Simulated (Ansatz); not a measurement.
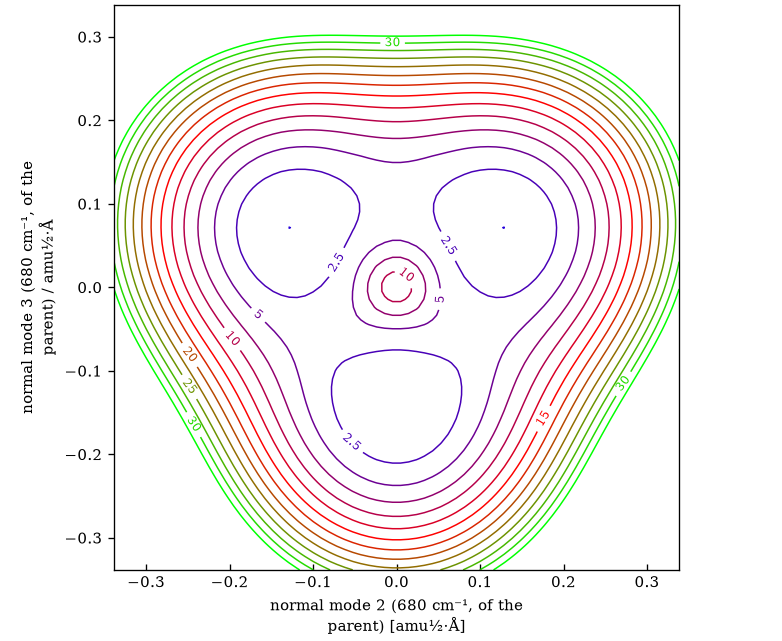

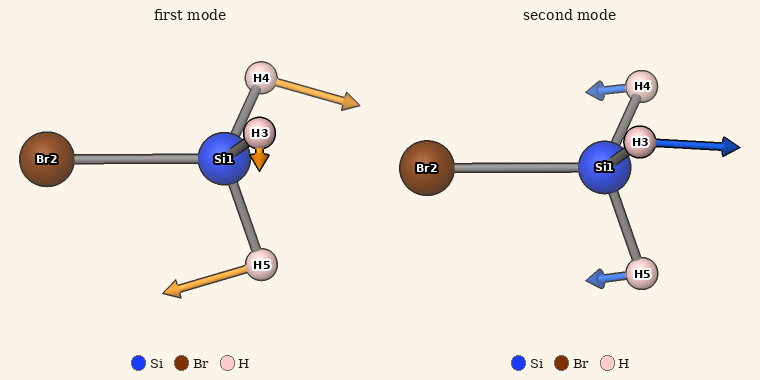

Energy landscape of BrH3Si, charge +1, spin multiplicity 2. First axis: normal mode 2 (680 cm⁻¹, of the parent). Second axis: normal mode 3 (680 cm⁻¹, of the parent). Nothing is relaxed (straight displacements along the two mass-weighted modes). Grid: 15 × 15 points; 120 points were computed and 105 follow by symmetry. Points are written as (first, second). Energies are in meV, from the lowest grid point. Near the degeneracy a single determinant is a rough description. Computed with Ansatz, UHF/def2-TZVP.

The picture shows contour lines labelled in meV (none above 32.5). Between grid points the surface is interpolated. The second picture is the reference structure; its two panels give the patterns of the first and the second mode as arrows.

Q: Describe this landscape.

A: The lowest grid point is at (0.000 amu½·Å, −0.145 amu½·Å); the map holds 3 wells of about this depth. The highest grid point, (−0.338 amu½·Å, −0.338 amu½·Å), lies 106.4 meV above the lowest. On the interpolated surface the easiest way out of the lowest well to a well of about the same depth near (−0.145 amu½·Å, 0.048 amu½·Å) passes a barrier of about 3.5 meV.

Grid values (meV):

```
second ↓, first →  −0.338  −0.290  −0.242  −0.193  −0.145  −0.097  −0.048  0.000  0.048  0.097  0.145  0.193  0.242  0.290  0.338
            0.338    78.2    65.4    56.0    49.8    46.3    45.0    44.9   45.1   44.9   45.0   46.3   49.8   56.0   65.4   78.2
            0.290    61.0    48.4    39.3    33.3    30.1    28.9    29.0   29.3   29.0   28.9   30.1   33.3   39.3   48.4   61.0
            0.242    47.6    35.3    26.5    20.7    17.7    16.8    17.1   17.4   17.1   16.8   17.7   20.7   26.5   35.3   47.6
            0.193    38.0    25.9    17.2    11.6     8.8     8.2     8.8    9.3    8.8    8.2    8.8   11.6   17.2   25.9   38.0
            0.145    31.8    19.8    11.2     5.8     3.2     2.9     4.0    4.7    4.0    2.9    3.2    5.8   11.2   19.8   31.8
            0.097    28.9    16.9     8.4     3.0     0.5     0.6     2.3    3.6    2.3    0.6    0.5    3.0    8.4   16.9   28.9
            0.048    29.2    17.0     8.3     2.9     0.4     0.8     3.4    5.8    3.4    0.8    0.4    2.9    8.3   17.0   29.2
            0.000    32.3    19.8    10.8     4.9     2.2     2.4     5.5   11.4    5.5    2.4    2.2    4.9   10.8   19.8   32.3
           −0.048    38.1    24.9    15.1     8.5     4.7     3.5     4.3    5.2    4.3    3.5    4.7    8.5   15.1   24.9   38.1
           −0.097    46.0    31.8    20.7    12.6     7.0     3.6     1.8    1.3    1.8    3.6    7.0   12.6   20.7   31.8   46.0
           −0.145    55.7    39.8    27.0    16.9     9.4     4.1     1.0    0.0    1.0    4.1    9.4   16.9   27.0   39.8   55.7
           −0.193    66.5    48.6    33.9    22.0    12.9     6.5     2.6    1.3    2.6    6.5   12.9   22.0   33.9   48.6   66.5
           −0.242    78.2    58.4    41.9    28.6    18.4    11.2     6.9    5.5    6.9   11.2   18.4   28.6   41.9   58.4   78.2
           −0.290    91.2    69.8    51.9    37.6    26.6    18.8    14.2   12.6   14.2   18.8   26.6   37.6   51.9   69.8   91.2
           −0.338   106.4    83.5    64.6    49.4    37.8    29.6    24.7   23.1   24.7   29.6   37.8   49.4   64.6   83.5  106.4
```

Each point was launched as `ansatz run input.yaml --threads 1 --pin off --max-ram 2560MiB --backend cpu --events-out ev --progress --plain --runs-dir out`. Time for the 120 points that were run: 23 min on 1 thread of Intel(R) Xeon(R) 6975P-C (Granite Rapids), with other jobs on the host.
